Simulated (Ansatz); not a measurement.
# BH₆NO₃: a reaction path by the nudged elastic band

Aim: the minimum-energy path between two given structures and its highest point. Both ends were relaxed at PBE0-D4 in triple zeta. A second band with other settings follows.

Computed with Ansatz 0.2.0, Gaussian basis. Level: PBE0-D4/def2-SVP.

22 further runs of the same task are left out: 22 set aside as unsound or not needed.

## 1. Where the work starts

The first end: 11 atoms, charge 0, spin multiplicity 1.

Atoms are counted from 1 here; the program's logs count them from 0.

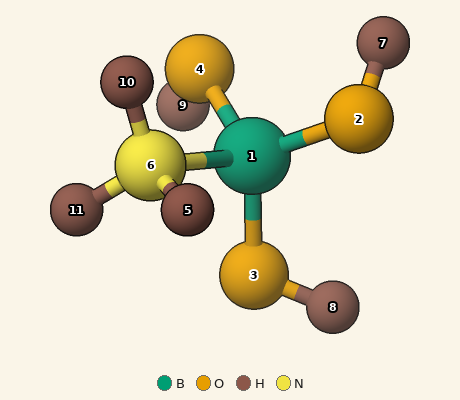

As it starts; boron teal, oxygen amber, hydrogen brown, nitrogen yellow; atoms are numbered from 1 in the order of the file.

Coordinates:

```
atom     x (Å)     y (Å)     z (Å)
  B1  -0.11892   0.04901  -0.39183
  O2   1.02646   0.64714  -1.00093
  O3  -0.40035  -1.28768  -0.80982
  O4  -1.25929   0.90144  -0.27540
  H5   1.30674  -0.56258   1.27461
  N6   0.37842  -0.15589   1.24672
  H7   0.79107   1.51231  -1.33797
  H8   0.18227  -1.52336  -1.53268
  H9  -2.03114   0.44684  -0.61469
 H10   0.39424   0.74325   1.71495
 H11  -0.26929  -0.77047   1.72703
```

The second end:

```mol
BH6NO3
  3D, bonds by distance, orders not assigned

 11  9  0  0  0  0  0  0  0  0999 V2000
   -0.9919   -0.1511    0.1038 B   0  0
    2.0896    0.0805   -0.7377 O   0  0
   -0.6355   -0.6700   -1.1090 O   0  0
   -2.2662    0.3149    0.2906 O   0  0
    1.6117    0.5804   -0.0592 H   0  0
   -0.0640   -0.0206    1.1904 N   0  0
    2.4781    0.7296   -1.3281 H   0  0
    0.3254   -0.7286   -1.2126 H   0  0
   -2.7698    0.2784   -0.5256 H   0  0
   -0.4241    0.3094    2.0708 H   0  0
    0.6469   -0.7229    1.3165 H   0  0
  1  3  8  0
  1  4  8  0
  1  6  8  0
  2  5  8  0
  2  7  8  0
  3  8  8  0
  4  9  8  0
  6 10  8  0
  6 11  8  0
M  END
```

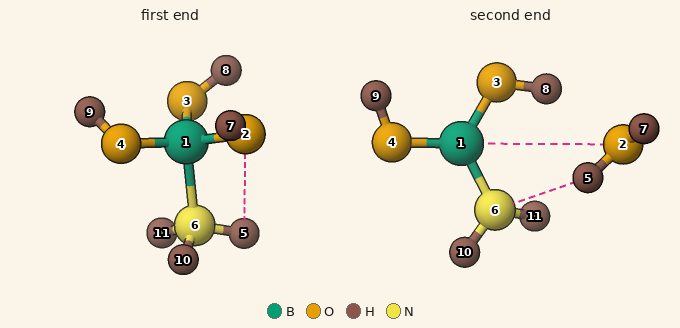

The two ends; dashed lines mark the contacts followed along the path.

## 2. The band at PBE0-D4/def2-SVP

Contents of neb/in.yaml:

```yaml
crystal:
  periodic: [false, false, false]
  atoms:
    - {symbol: B, position_ang: [-0.118924, 0.049010, -0.391830]}
    - {symbol: O, position_ang: [1.026461, 0.647138, -1.000931]}
    - {symbol: O, position_ang: [-0.400353, -1.287679, -0.809818]}
    - {symbol: O, position_ang: [-1.259293, 0.901440, -0.275397]}
    - {symbol: H, position_ang: [1.306737, -0.562582, 1.274607]}
    - {symbol: N, position_ang: [0.378423, -0.155894, 1.246718]}
    - {symbol: H, position_ang: [0.791067, 1.512305, -1.337967]}
    - {symbol: H, position_ang: [0.182268, -1.523359, -1.532676]}
    - {symbol: H, position_ang: [-2.031137, 0.446842, -0.614686]}
    - {symbol: H, position_ang: [0.394241, 0.743248, 1.714950]}
    - {symbol: H, position_ang: [-0.269291, -0.770470, 1.727032]}
basis:
  gaussian: {orbitals: def2-SVP}
hamiltonian: {xc: pbe0, dispersion: d4}
neb:
  images: 5
  climbing: true
  max_iterations: 40
  initial_path: idpp
  final_atoms:
    - {symbol: B, position_ang: [-0.991903, -0.151131, 0.103791]}
    - {symbol: O, position_ang: [2.089641, 0.080533, -0.737651]}
    - {symbol: O, position_ang: [-0.635511, -0.670031, -1.108989]}
    - {symbol: O, position_ang: [-2.266232, 0.314936, 0.290620]}
    - {symbol: H, position_ang: [1.611696, 0.580395, -0.059190]}
    - {symbol: N, position_ang: [-0.063979, -0.020613, 1.190358]}
    - {symbol: H, position_ang: [2.478060, 0.729576, -1.328054]}
    - {symbol: H, position_ang: [0.325369, -0.728645, -1.212557]}
    - {symbol: H, position_ang: [-2.769816, 0.278434, -0.525613]}
    - {symbol: H, position_ang: [-0.424068, 0.309408, 2.070788]}
    - {symbol: H, position_ang: [0.646943, -0.722861, 1.316497]}
```

Launch:

```console
ansatz run in.yaml --threads 4 --pin off --events-out ev --progress --plain --max-ram 9574MiB
```

The program printed, cut to the lines that bear on the results:

```text
Functional definition: PBE0
  name "PBE0"
  cite "Adamo & Barone, J. Chem. Phys. 110, 6158 (1999) doi:10.1063/1.478522"
  cite "Perdew, Burke & Ernzerhof, Phys. Rev. Lett. 77, 3865 (1996) doi:10.1103/PhysRevLett.77.3865"
  parent pbe
[...]
1072 factors; integrals over basis functions are off by at most 3.6e-4 eV
[...]
mean field -8394.11650131 eV, -308.4780916868 hartree, gradient 1.7e-5 eV, S^2 0.000000; 0 other end points of the search recorded, 0 dependent functions left out
[...]
reference -8394.11652411 eV, -308.4780925247 hartree; 21, 21 occupied and 79, 79 virtual orbitals, 1072 factors
[... from here to the last solve, the lines of the solves are left out (146 solves) ...]
WARN: NEB end point (image 0): max|allowed force component| = 2.255e-1 eV/Å (the criterion of neb.relax_end_points is 1.000e-2). That is over neb.f_tol: it is no minimum, so the barrier can be far off. Relax it first
WARN: NEB end point (image 6): max|allowed force component| = 2.974e-1 eV/Å (the criterion of neb.relax_end_points is 1.000e-2). That is over neb.f_tol: it is no minimum, so the barrier can be far off. Relax it first
NEB iter   1: max|band force component| = 4.361e0 eV/Å  barrier→ = 4.3156 eV  barrier← = 4.1265 eV  Δτ_max = 0.2000 Å  (188 SCF iters)
[...]
NEB iter   6: max|band force component| = 1.112e0 eV/Å  barrier→ = 0.9043 eV  barrier← = 0.7151 eV  Δτ_max = 0.1941 Å  (147 SCF iters)
[...]
NEB iter  11: max|band force component| = 4.850e-1 eV/Å  barrier→ = 1.1017 eV  barrier← = 0.9126 eV  CI = image 2  Δτ_max = 0.0744 Å  (141 SCF iters)
[...]
NEB iter  16: max|band force component| = 5.629e-2 eV/Å  barrier→ = 1.0623 eV  barrier← = 0.8732 eV  CI = image 2  Δτ_max = 0.0749 Å  (136 SCF iters)
[...]
NEB iter  20: max|band force component| = 5.575e-2 eV/Å  barrier→ = 1.0616 eV  barrier← = 0.8725 eV  CI = image 2  Δτ_max = 0.0173 Å  (126 SCF iters)
[...]
NEB iter  21: max|band force component| = 4.051e-2 eV/Å  barrier→ = 1.0616 eV  barrier← = 0.8724 eV  CI = image 2  CI's point: of a kind that is not told: the force calls were inconclusive, a negative curvature could not be distinguished from the path's own, the only one lies far off the [...]
Total energy: -8393.19854032 eV, -308.4443572423 hartree
Atom 0 at    -0.346886    -0.068560    -0.157683 Å, force     0.004788     0.000535    -0.000309 eV/Å
Atom 1 at     1.165565     0.239333    -0.821463 Å, force    -0.003106     0.001574     0.000202 eV/Å
Atom 2 at    -0.821977    -1.280151    -0.679885 Å, force    -0.000630     0.004830    -0.003509 eV/Å
Atom 3 at    -1.164246     1.060935    -0.292944 Å, force    -0.002900    -0.004294     0.001219 eV/Å
Atom 4 at     1.270875     0.219633     0.347880 Å, force    -0.003736    -0.001098    -0.000285 eV/Å
Atom 5 at     0.337635    -0.087917     1.259546 Å, force     0.008083     0.003314    -0.002784 eV/Å
Atom 6 at     1.156505     1.146572    -1.150976 Å, force     0.000930    -0.002556     0.001537 eV/Å
Atom 7 at    -0.120814    -1.766240    -1.119693 Å, force    -0.000211    -0.003206     0.001807 eV/Å
Atom 8 at    -1.796464     0.908899    -1.001089 Å, force     0.000545     0.001960    -0.000543 eV/Å
Atom 9 at    -0.021790     0.620382     1.894189 Å, force    -0.002647    -0.001585     0.000864 eV/Å
Atom 10 at     0.341796    -0.992886     1.722122 Å, force    -0.001116     0.000526     0.001801 eV/Å
Dipole moment:     0.292941     0.082380     0.107366 e Å
```

Run time: 2.9 min. Hardware: 4 threads of Arm Neoverse V1, shared host.

The last band:

```csv
image,path (Å),energy (kJ/mol),B1–N6 (Å),O2–H5 (Å),B1–O2 (Å),H5–N6 (Å)
0,0.00,0.0,1.72,2.59,1.43,1.01
1,1.18,1.7,1.74,2.37,1.43,1.02
2,2.35,102.4,1.57,1.17,1.68,1.34
3,3.32,36.1,1.44,0.98,2.67,1.93
4,4.29,27.5,1.44,0.98,2.90,1.99
5,5.25,16.9,1.44,0.98,3.04,1.98
6,6.22,18.3,1.43,0.97,3.20,2.17
```

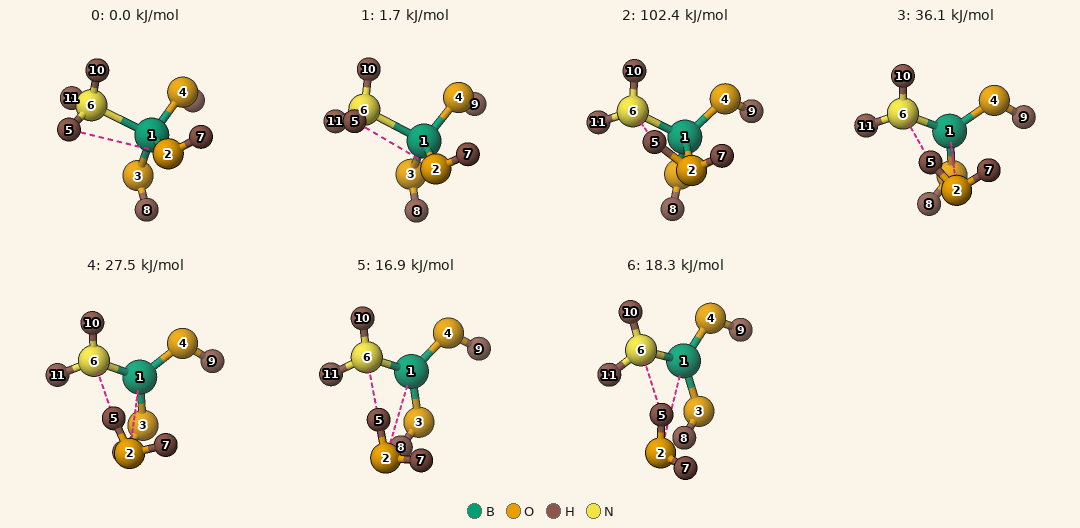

The images of the last band.

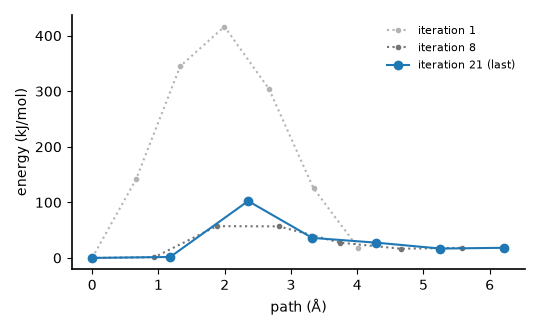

Energy along the path.

The highest image, 2:

```xyz
11

B    -0.3469   -0.0686   -0.1577
O     1.1656    0.2393   -0.8215
O    -0.8220   -1.2802   -0.6799
O    -1.1642    1.0609   -0.2929
H     1.2709    0.2196    0.3479
N     0.3376   -0.0879    1.2595
H     1.1565    1.1466   -1.1510
H    -0.1208   -1.7662   -1.1197
H    -1.7965    0.9089   -1.0011
H    -0.0218    0.6204    1.8942
H     0.3418   -0.9929    1.7221
```

## 3. The band at PBE-D4/def2-SVP, other settings

Edit neb/in.yaml of step 2 so:

```diff
@@ -16,8 +16,9 @@
   gaussian: {orbitals: def2-SVP}
-hamiltonian: {xc: pbe0, dispersion: d4}
+hamiltonian: {xc: pbe, dispersion: d4}
 neb:
-  images: 5
+  images: 4
   climbing: true
-  max_iterations: 40
+  max_iterations: 60
   initial_path: idpp
+  spring: 2.5
   final_atoms:
```

Launch:

```console
ansatz run in.yaml --threads 4 --pin off --events-out ev --progress --plain --max-ram 9574MiB
```

The program printed, cut to the lines that bear on the results:

```text
Functional definition: PBE
  name "PBE"
[... 2 set-up lines as earlier in the session ...]
[...]
1103 factors; their error is unknown
[...]
mean field -8393.61754088 eV, -308.4597552290 hartree, gradient 1.9e-5 eV, S^2 0.000000; 0 other end points of the search recorded, 0 dependent functions left out
[...]
reference -8393.61757342 eV, -308.4597564248 hartree; 21, 21 occupied and 79, 79 virtual orbitals, 1103 factors
[... from here to the last solve, the lines of the solves are left out (142 solves) ...]
WARN: NEB end point (image 0): max|allowed force component| = 6.015e-1 eV/Å (the criterion of neb.relax_end_points is 1.000e-2). That is over neb.f_tol: it is no minimum, so the barrier can be far off. Relax it first
WARN: NEB end point (image 5): max|allowed force component| = 1.027e0 eV/Å (the criterion of neb.relax_end_points is 1.000e-2). That is over neb.f_tol: it is no minimum, so the barrier can be far off. Relax it first
NEB iter   1: max|band force component| = 4.089e0 eV/Å  barrier→ = 3.5892 eV  barrier← = 3.4584 eV  Δτ_max = 0.2000 Å  (169 SCF iters)
[...]
NEB iter   7: max|band force component| = 6.715e-1 eV/Å  barrier→ = 1.0049 eV  barrier← = 0.8741 eV  Δτ_max = 0.0985 Å  (115 SCF iters)
[...]
WARN: NEB end point (image 0): the path dips 0.024992 eV below it before the top, so the barrier from the dip is that much higher. The path crosses a lower well, or the end point is a saddle point, which neb.relax_end_points tests for
[...]
WARN: NEB end point (image 5): the path dips 0.069954 eV below it before the top, so the barrier from the dip is that much higher. The path crosses a lower well, or the end point is a saddle point, which neb.relax_end_points tests for
Total energy: -8392.93343858 eV, -308.4346149333 hartree
Atom 0 at    -0.363134    -0.070142    -0.153863 Å, force     0.000080    -0.000042     0.000032 eV/Å
Atom 1 at     1.186337     0.189915    -0.849418 Å, force    -0.000005    -0.000327     0.000079 eV/Å
Atom 2 at    -0.868606    -1.288882    -0.655047 Å, force     0.000219     0.000227    -0.000027 eV/Å
Atom 3 at    -1.159626     1.083798    -0.302572 Å, force    -0.000082     0.000284    -0.000007 eV/Å
Atom 4 at     1.288959     0.193769     0.337920 Å, force     0.000057     0.000174    -0.000198 eV/Å
Atom 5 at     0.342371    -0.067527     1.264484 Å, force    -0.000130    -0.000072     0.000055 eV/Å
Atom 6 at     1.176064     1.114167    -1.165464 Å, force    -0.000144     0.000082     0.000216 eV/Å
Atom 7 at    -0.159887    -1.802285    -1.075927 Å, force    -0.000118    -0.000173    -0.000005 eV/Å
Atom 8 at    -1.770058     0.941409    -1.046485 Å, force     0.000028    -0.000132    -0.000023 eV/Å
Atom 9 at     0.004072     0.672340     1.889193 Å, force     0.000017    -0.000019    -0.000084 eV/Å
Atom 10 at     0.323707    -0.966563     1.757180 Å, force     0.000077    -0.000002    -0.000038 eV/Å
Dipole moment:     0.272712     0.079829     0.119032 e Å
```

Run time: 1.9 min. Hardware: 4 threads of Arm Neoverse V1, shared host.

The last band:

```csv
image,path (Å),energy (kJ/mol),B1–N6 (Å),O2–H5 (Å),B1–O2 (Å),H5–N6 (Å)
0,0.00,0.0,1.72,2.59,1.43,1.01
1,1.22,-2.4,1.77,2.40,1.44,1.03
2,2.44,82.8,1.58,1.19,1.72,1.35
3,3.61,22.4,1.45,0.99,2.75,1.91
4,4.78,5.9,1.46,1.00,3.00,1.93
5,5.94,12.6,1.43,0.97,3.20,2.17
```

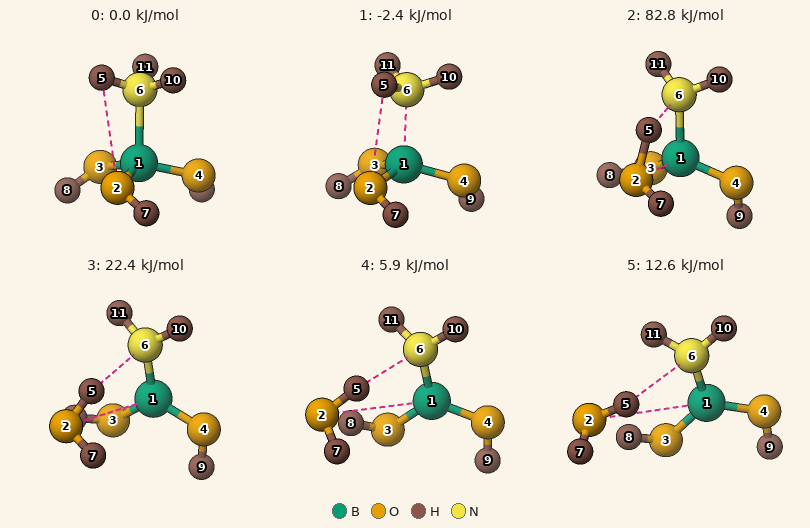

The images of the last band.

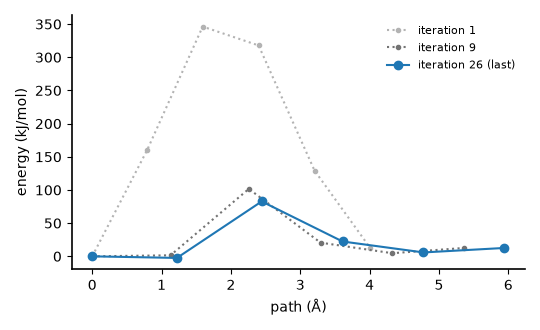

Energy along the path.

The highest image, 2:

```xyz
11
charge 0, multiplicity 1
B    -0.3631   -0.0701   -0.1539
O     1.1863    0.1899   -0.8494
O    -0.8686   -1.2889   -0.6550
O    -1.1596    1.0838   -0.3026
H     1.2890    0.1938    0.3379
N     0.3424   -0.0675    1.2645
H     1.1761    1.1142   -1.1655
H    -0.1599   -1.8023   -1.0759
H    -1.7701    0.9414   -1.0465
H     0.0041    0.6723    1.8892
H     0.3237   -0.9666    1.7572
```

## 4. Results

| quantity | value |
| --- | --- |
| PBE0-D4/def2-SVP, 21 iterations | highest 102.4 kJ/mol (image 2), last end +18.3 kJ/mol |
| PBE-D4/def2-SVP, 26 iterations | highest 82.8 kJ/mol (image 2), last end +12.6 kJ/mol |
| from earlier runs: barrier over the separately found saddle, CCSD(T)/def2-TZVPP | 125.9 kJ/mol |

What this shows: The highest image lies 102.4 kJ/mol above the first end, and it climbed, so it estimates the saddle. The ends are not quite minima at this level (largest force component 0.30 eV/Å), so the heights are unreliable: relaxing the first end would lower it and raise the barrier above it. The highest image is 23.4 kJ/mol below the CCSD(T) barrier in triple zeta, which comes from separate runs on the saddle. The second band's highest image lies at 82.8 kJ/mol; the levels differ.
